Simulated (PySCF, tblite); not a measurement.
**C₄H₁₀BN₂O radical: geometry, infrared bands and EPR parameters**

Wanted: the infrared bands and EPR parameters of C₄H₁₀BN₂O radical (`C[C@H]([O])N1BNCC1`), by calculation.

Computed with tblite 0.8.0 and PySCF 2.14.0, with density-fitted response routines of our own, on a single molecule in the gas phase. Atoms count from 0, in the outputs and in this text.

### Step 1. The molecule as given

18 atoms, charge 0, multiplicity 2; geometry from: force field or distance geometry start.

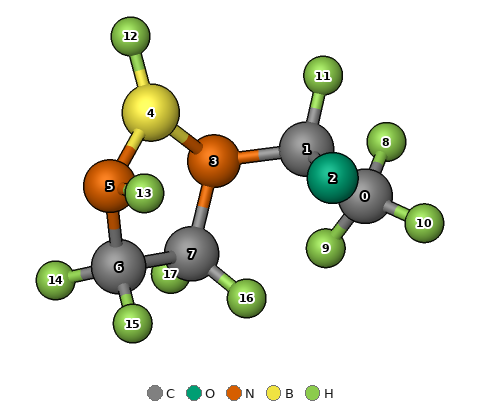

The starting geometry (carbon grey, oxygen teal, nitrogen orange, boron yellow, hydrogen green), atoms numbered.

### Step 2. Optimising the geometry with GFN2-xTB

What the job is given:

```
{"job": {"kind": "relax", "xc": "GFN2-xTB", "basis": "xTB"}, "charge": 0, "multiplicity": 2}
C      2.131700     0.292600    -0.805900
C      1.295900    -0.487200     0.212500
O      0.869400    -1.672500    -0.390300
N      0.247900     0.320900     0.748100
B     -0.596800    -0.365600     1.821500
N     -1.925500    -0.649300     1.143000
C     -2.018000     0.272300     0.049700
C     -0.629300     0.749500    -0.294100
H      3.042200     0.623500    -0.236700
H      1.555200     1.167800    -1.177600
H      2.435900    -0.394700    -1.608200
H      1.989300    -0.798900     1.049600
H     -0.359000    -0.559500     2.961400
H     -1.955200    -1.626100     0.769900
H     -2.612100     1.166400     0.350700
H     -2.513100    -0.214100    -0.813100
H     -0.397500     0.336300    -1.290300
H     -0.569900     1.844800    -0.375900
```

Command:

```sh
OMP_NUM_THREADS=1 python probes_run.py task.json out
```

The driver reads the jobs from task.json and runs them one after another.

**Question.** This job is followed by: GFN2-xTB harmonic vibrations, gas phase; UKS B3LYP, pcH-1 on B C H N O, non-relativistic, mean-field spin-orbit, GIAO. What will the session give for the following? strongest single infrared mode (GFN2-xTB); zero-point energy (GFN2-xTB); g(iso) (B3LYP); ⟨S²⟩; largest a(iso) (averaged by class); surface potential, least and greatest.

**Answer**, as computed:

| quantity | value |
| --- | --- |
| strongest single infrared mode (GFN2-xTB) | 2703 cm⁻¹, 131 km/mol |
| zero-point energy (GFN2-xTB) | 91.2 kcal/mol |
| g(iso) (B3LYP) | 2.01101 |
| ⟨S²⟩ | 0.756 (exact 0.75) |
| largest a(iso) (averaged by class) | 1H on H11, 345.8 MHz |
| surface potential, least and greatest | -1.84 V and 1.64 V |

What this shows: The optimisation took 142 steps and gained 2.051 eV; among the close pairs (by a distance rule), B4–N5 changed most, from 1.519 to 1.396 Å. All 48 modes are real, so the xTB geometry is a minimum. The strongest single mode, at 2703 cm⁻¹, moves mainly H12. Unscaled tight-binding wavenumbers are off by several per cent, some by more. Its intensities can rank the bands wrongly. The largest share of the spin, 0.60 e, sits on O2. The isotropic g lies 8.7 ppt above the free-electron value.
